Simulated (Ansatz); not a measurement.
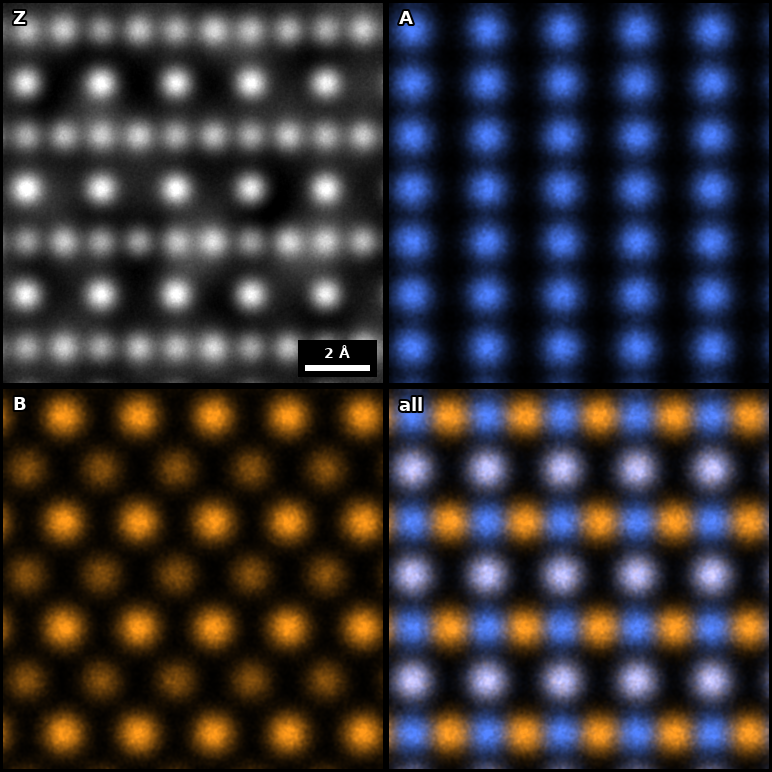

B$_{3}$N$_{2}$ (Pm-3m, No. 221) along [110]. Panel Z: Simulated incoherent Z contrast: every atom adds Z^1.7 spread by a probe of 0.77 Å full width; channelling and multiple scattering are left out. The probe carries 15 % of its weight in a tail 2.5 times as wide. Shot noise and the speckle of an amorphous layer were added. The other panels are simulated element maps (the number of atoms of one element along the beam, blurred by 1.0 Å, with counting noise; each on its own scale, no channelling); the last overlays them. Atomic positions: coordinates from a relaxation with DFT PBE, scalar-relativistic, plane waves, PAW (Ansatz); the starting structure was generated, so it need not be a known form of this composition.

```cif
data_structure
_symmetry_space_group_name_H-M 'P 1'
_symmetry_Int_Tables_number 1
_cell_length_a 3.3420
_cell_length_b 3.3420
_cell_length_c 3.3420
_cell_angle_alpha 90.000
_cell_angle_beta 90.000
_cell_angle_gamma 90.000
_cell_volume 37.33
loop_
_atom_site_label
_atom_site_type_symbol
_atom_site_fract_x
_atom_site_fract_y
_atom_site_fract_z
_atom_site_occupancy
B1 B 0.00000 0.50000 0.50000 1
B2 B 0.50000 0.00000 0.50000 1
B3 B 0.50000 0.50000 0.00000 1
N1 N 0.00000 0.00000 0.00000 1
N2 N 0.50000 0.50000 0.50000 1
```

### Which element does each lettered map show?

A: N, B: B. The projected cell (2.36 × 3.34 Å, 90°) holds 3 columns: 1 of B, 1 of N + B and 1 of N. Columns shared by several elements: N + B.
